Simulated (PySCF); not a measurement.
**CH₅O₂Si₂, doublet, SMILES `O=C[SiH]O[SiH3]`: what the electrons do**

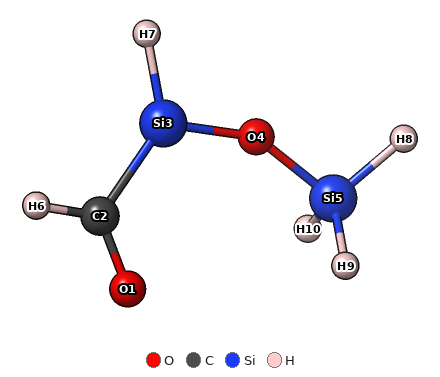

The molecule, with its atoms numbered as below. No frequency check shows the geometry to be a minimum.

Geometry (Å), atoms numbered from 1:

```
O1      -1.7009   -1.5159    0.0077
C2      -2.0400   -0.3239   -0.0098
Si3     -0.7935    1.0274    0.0010
O4       0.7677    0.6639    0.0240
Si5      1.9941   -0.4319   -0.0068
H6      -3.1088   -0.0540   -0.0234
H7      -0.9014    2.4649   -0.0425
H8       3.1214    0.3920    0.4241
H9       1.6756   -1.5058    0.9217
H10      2.1109   -0.8733   -1.3928
```

## 1. Bonding charge

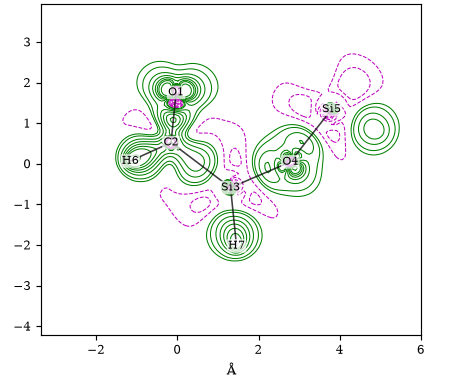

Deformation density (molecule less spherical, spin-averaged free atoms) in the plane of O1, C2, Si3, O4, Si5, H6 and H7; contours at ±0.05 to ±0.8 e/Å³; solid green lines: gain, dashed magenta lines: loss.

Level of theory: B3LYP/def2-SVPD (PySCF), at a geometry from GFN2-xTB. The stability of the open-shell solution wasn't checked. GFN2-xTB doesn't know the spin state, so this open-shell geometry is rough.

Question: Describe the bonding that the map shows.

Answer: C2–H6: +0.71 e/Å³ at the bond critical point (bond length 1.10 Å). O1–C2: +0.53 e/Å³ at the bond critical point (bond length 1.24 Å). Si3–H7: +0.20 e/Å³ at the bond critical point (bond length 1.44 Å). C2–Si3: +0.20 e/Å³ at the bond critical point (bond length 1.84 Å). Si3–O4: +0.03 e/Å³ at the bond critical point (bond length 1.60 Å); up to 0.6 Å beside the axis the gain reaches +0.31 e/Å³. O4–Si5: −0.01 e/Å³ at the bond critical point (bond length 1.65 Å); up to 0.6 Å beside the axis the gain reaches +0.30 e/Å³. In all, 2.5 electrons gather in the regions of gain relative to the promolecule. A small or negative value marks a very polar bond, one between electron-rich atoms, whose free-atom densities already overlap strongly, a long bond to a heavier atom, or a closed-shell contact such as a hydrogen bond.

Question: Where do the Hirshfeld charges lie?

Answer: The highest Hirshfeld charge is on Si5 (+0.43 e), the lowest on O4 (−0.30 e).

```json
{"atom": "O1", "charge (e)": "−0.27"}
{"atom": "C2", "charge (e)": "−0.02"}
{"atom": "Si3", "charge (e)": "+0.41"}
{"atom": "O4", "charge (e)": "−0.30"}
{"atom": "Si5", "charge (e)": "+0.43"}
{"atom": "H6", "charge (e)": "+0.03"}
{"atom": "H7", "charge (e)": "−0.06"}
{"atom": "H8", "charge (e)": "−0.08"}
{"atom": "H9", "charge (e)": "−0.07"}
{"atom": "H10", "charge (e)": "−0.07"}
```

## 2. Local ionisation energy

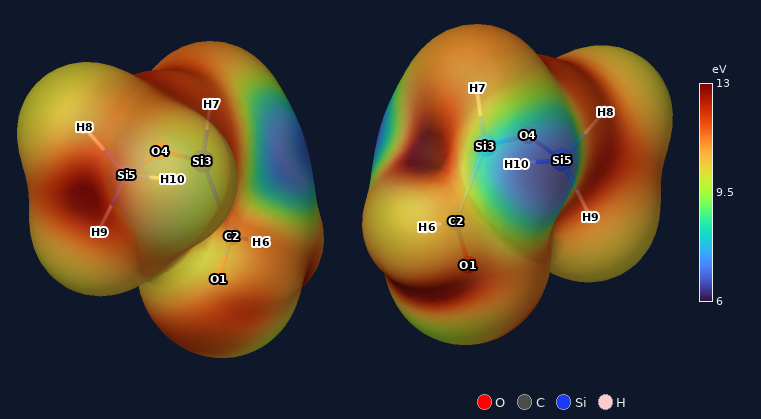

Average local ionisation energy on the surface of electron density 0.001 a.u. (back view left, front view right).

Question: Where are the most loosely bound electrons on this surface?

Answer: The lowest value is 6.7 eV, over Si3, off the plane of its three bonds (2.4 Å). Further minima include 6.8 eV, over Si3, off the plane of its three bonds (2.4 Å); 9.6 eV, 1.8 Å from O1; 10.0 eV, 1.9 Å from O1. For comparison, the highest occupied orbital lies at −5.3 eV.

## 3. Spin density

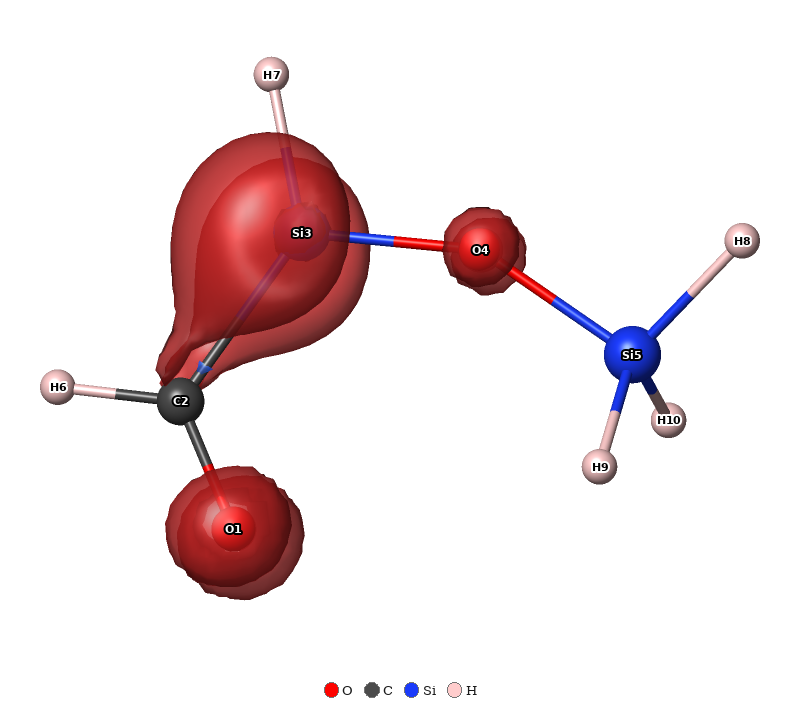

Spin density ρα − ρβ at ±0.05 e/Å³ (red: excess α, blue: excess β).

Question: Give the atomic spin populations that go with this picture.

Answer: Hirshfeld spin populations: Si3 +0.55, O1 +0.24, C2 +0.11 and O4 +0.06. ⟨S²⟩ = 0.76, against 0.75 for a pure state.

## 4. In an electric field

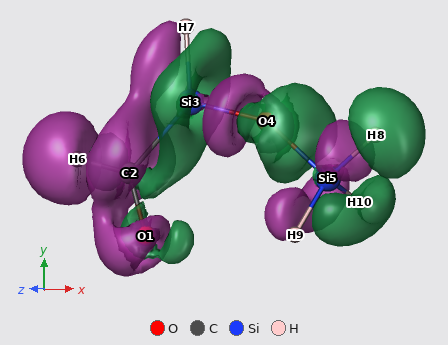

Change of the electron density in a uniform field of 0.51 V/Å, surfaces at ±0.004 e/Å³ (green: gain, purple: loss).

Method: TPSS/6-31G*; geometry: GFN2-xTB; program: PySCF. A basis without diffuse functions makes polarisabilities too small. The stability of the open-shell solution wasn't checked. GFN2-xTB doesn't know the spin state, so this open-shell geometry is rough.

Question: Along which Cartesian direction does the field point?

Answer: Along −x: electrons gather on the +x side, against the field.

Question: What dipole is induced, and what polarisability does it imply?

Answer: The induced dipole is 1.84 D (+1.83 D along the field); α along this axis, from the fields in both directions, is 73 bohr³ (10.8 Å³).

Question: Which atoms gain and lose the most charge?

Answer: Electrons gather most on H8 (Hirshfeld charge changes by −0.021 e) and leave H6 most (+0.030 e); 0.147 electrons are displaced in all.

## 5. Removing or adding an electron

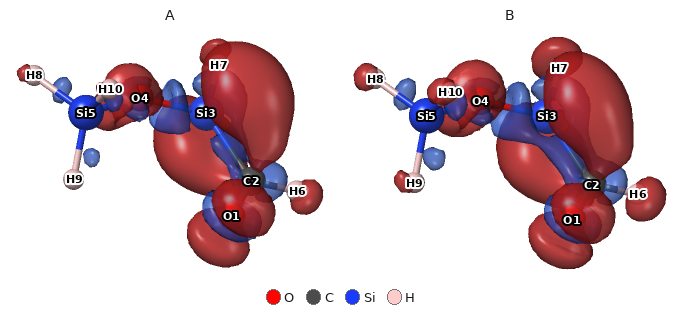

The two Fukui functions at ±0.02 e/Å³ (red positive, blue negative).

Level of theory: ωB97X/def2-SVPD (PySCF), at a geometry from GFN2-xTB. GFN2-xTB doesn't know the spin state, so this open-shell geometry is rough.

Question: Why do the two look alike?

Answer: The electron leaves from or enters the same singly occupied orbital. A is f⁺, B is f⁻. f⁻ (Hirshfeld-condensed) is largest on Si3 (0.41); the vertical ionisation energy is 7.46 eV (to the singlet cation, which needn't be its lowest state). f⁺ (Hirshfeld-condensed) is largest on Si3 (0.44); the vertical electron affinity is 0.74 eV (to the singlet anion, which needn't be its lowest state).

The PySCF runs shown took 57 s, 120 s and 100 s on 1 thread of Arm Neoverse V1, with other jobs on the host.
